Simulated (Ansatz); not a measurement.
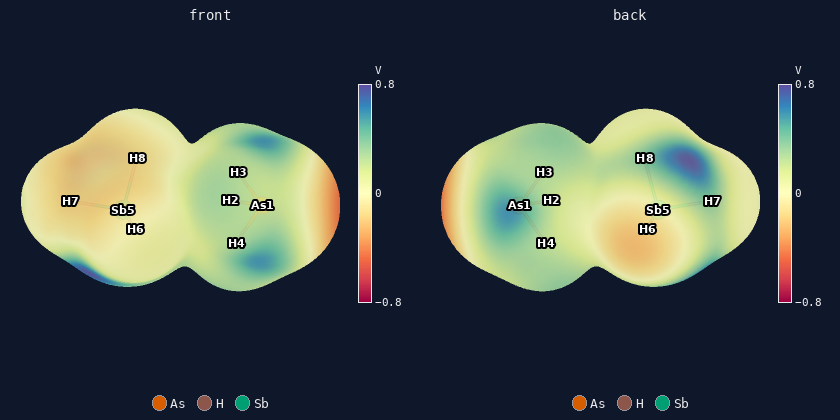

Figure 1: AsH₃···H₃Sb (SMILES [AsH3].[SbH3]). The molecular electrostatic potential painted on the density surface at 0.001 e/bohr³, seen from the front and from behind; red is negative and blue positive.

Geometry: PBE0-D4/def2-TZVP; core potentials replace the inner electrons of Sb.

All numbers below come from Ansatz, RKS PBE0-D4/def2-TZVPPD.

Input file:

```
crystal:
  periodic: [false, false, false]
  atoms:
    - {symbol: As, position_ang: [0.111401, -0.130132, -2.543832]}
    - {symbol: H, position_ang: [0.869609, -0.869623, -1.450694]}
    - {symbol: H, position_ang: [0.299569, 1.208289, -1.843974]}
    - {symbol: H, position_ang: [-1.224355, -0.363980, -1.852511]}
    - {symbol: Sb, position_ang: [-0.625476, 0.288325, 1.633965]}
    - {symbol: H, position_ang: [-0.042053, -1.301645, 1.419831]}
    - {symbol: H, position_ang: [-0.308007, 0.223509, 3.312856]}
    - {symbol: H, position_ang: [0.919314, 0.945256, 1.324361]}
basis:
  gaussian: {orbitals: "def2-TZVPPD.json"}
hamiltonian: {xc: pbe0, dispersion: d4}
output: {orbitals: {seedname: orbitals}}
```

Command:

```sh
ansatz run in.yaml --threads 4 --pin off --events-out ev --progress --plain --max-ram 9574MiB
```

Question: Where is the surface potential most negative and most positive?

Answer: The most negative region (about −0.4 V) lies over As1, the most positive (about +0.8 V) over Sb5.
